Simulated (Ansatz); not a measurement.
# [BCl2]+ (SMILES Cl[B+]Cl) at B2PLYP/cc-pVTZ

Aim: the vertical singlet–triplet gap of [BCl2]+ at B2PLYP/cc-pVTZ, from 2 runs. 

The calculation is run with Ansatz 0.2.0.

6 further runs of the same task are left out: 6 that didn't finish.

### Step 1. The structure to begin with

The species is [BCl2]+ (3 atoms), meant as a singlet with charge +1. As SMILES, `Cl[B+]Cl`. The shape is that of a PBE0-D4/def2-TZVP optimisation.

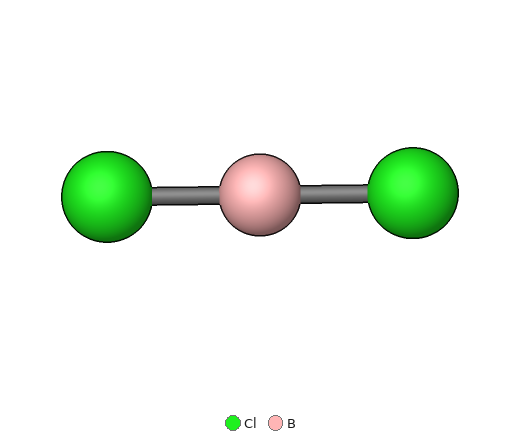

Viewed from a chosen angle; chlorine green, boron pink.

### Step 2. The energy at B2PLYP/cc-pVTZ

Contents of job.yaml:

```yaml
crystal:
  periodic: [false, false, false]
  atoms:
    - {symbol: Cl, position_ang: [-1.267920, 0.785680, -0.605300]}
    - {symbol: B, position_ang: [0.000010, 0.000020, 0.000000]}
    - {symbol: Cl, position_ang: [1.267910, -0.785700, 0.605290]}
basis:
  gaussian:
    orbitals: cc-pVTZ
total_charge: 1
hamiltonian:
  xc: {name: B2PLYP}
correlation:
  frozen_orbitals: {B: 1, Cl: 5}
accuracy: high
output:
  orbitals: {seedname: orbitals}
```

Started as:

```
$ ansatz run job.yaml --threads 1 --pin off --max-ram 3480MiB --events-out events.jsonl --progress --plain --runs-dir runs
```

Output:

```text
Warning: RAYON_NUM_THREADS=1 ignored (pool sized by the plan → 1); use --threads N
Functional definition: B2PLYP
  name "B2PLYP"
  parameter a = 0.53
  parameter c = 0.27
  exchange = (1 - a)*b88_x + a*exact_x
  correlation = (1 - c)*lyp_c + c*(mp2_os + mp2_ss)
1391 factors; integrals over basis functions are off by at most 3.8e-9 eV
mean field evaluation 1: about -25702.7542 eV, gradient 2.0e1 eV
mean field evaluation 2: about -25703.1420 eV, gradient 1.9e1 eV
mean field evaluation 4: about -25703.8897 eV, gradient 2.7e0 eV
mean field evaluation 8: about -25703.9130 eV, gradient 1.4e-2 eV
mean field evaluation 16: about -25703.9130 eV, gradient 5.5e-6 eV
mean field -25703.91298543 eV, -944.6013794764 hartree, gradient 3.2e-8 eV, S^2 0.000000; 0 other end points of the search recorded, 0 dependent functions left out
11 core orbitals not correlated: weight in the atoms' cores, before any rotation towards them, 1.000 or more for the frozen orbitals, at most 0.000 for the correlated occupied ones
reference -25703.91300514 eV, -944.6013802009 hartree; 8, 8 occupied and 79, 79 virtual orbitals, 1391 factors
second order -14.91815561 eV of doubles, -0.00000000 eV of singles
Total energy: -25707.94090715 eV, -944.7494028697 hartree
```

Wall time 3.9 s (1 thread of Intel Xeon 6975P-C (Granite Rapids), shared host); peak memory 0.24 GiB.

### Step 3. The triplet, same level

Contents of molecule.yaml:

```yaml
crystal:
  periodic: [false, false, false]
  atoms:
    - {symbol: Cl, position_ang: [-1.267920, 0.785680, -0.605300]}
    - {symbol: B, position_ang: [0.000010, 0.000020, 0.000000]}
    - {symbol: Cl, position_ang: [1.267910, -0.785700, 0.605290]}
basis:
  gaussian:
    orbitals: cc-pVTZ
hamiltonian:
  xc: {name: B2PLYP}
correlation:
  frozen_orbitals: {B: 1, Cl: 5}
total_charge: 1
magnetization:
  spin_polarized: true
  initial_magnetization: 2
output: {orbitals: {seedname: orbitals}}
accuracy: high
```

Started as:

```
$ ansatz run molecule.yaml --threads 1 --pin off --max-ram 3480MiB --events-out events.jsonl --progress --plain --runs-dir runs
```

Output, shortened:

```text
Warning: RAYON_NUM_THREADS=1 ignored (pool sized by the plan → 1); use --threads N
Functional definition: B2PLYP
  name "B2PLYP"
[...]
1391 factors; integrals over basis functions are off by at most 3.8e-9 eV
[...]
mean field -25697.42421765 eV, -944.3629216591 hartree, gradient 1.3e-10 eV, S^2 2.012423; 8 other end points of the search recorded, 0 dependent functions left out
11 core orbitals not correlated: weight in the atoms' cores, before any rotation towards them, 1.000 or more for the frozen orbitals, at most 0.000 for the correlated occupied ones
reference -25697.42423677 eV, -944.3629223617 hartree; 9, 7 occupied and 78, 80 virtual orbitals, 1391 factors
second order -14.61958006 eV of doubles, -0.00000000 eV of singles
Total energy: -25701.37152339 eV, -944.5079824693 hartree
```

Run time: 99 s. Hardware: 1 thread of Intel Xeon 6975P-C (Granite Rapids), shared host; peak memory 0.39 GiB.

### Step 4. What came out

At B2PLYP/cc-pVTZ, 11 core orbitals frozen:

| quantity | value |
| --- | --- |
| singlet: total energy | -944.74940 Eh |
| singlet: HOMO energy (SCF part's orbitals) | -18.20 eV |
| singlet: LUMO energy (SCF part's orbitals) | -6.77 eV |
| singlet: HOMO–LUMO gap (SCF part's orbitals) | 11.43 eV |
| triplet: total energy | -944.50798 Eh |
| triplet: HOMO energy (SCF part's orbitals) (highest over α and β) | -11.79 eV |
| triplet: ⟨S²⟩ | 2.012 |
| vertical energy of the triplet above the singlet | 6.569 eV |

In words: At this shape the triplet lies 6.57 eV (634 kJ/mol) above the singlet.
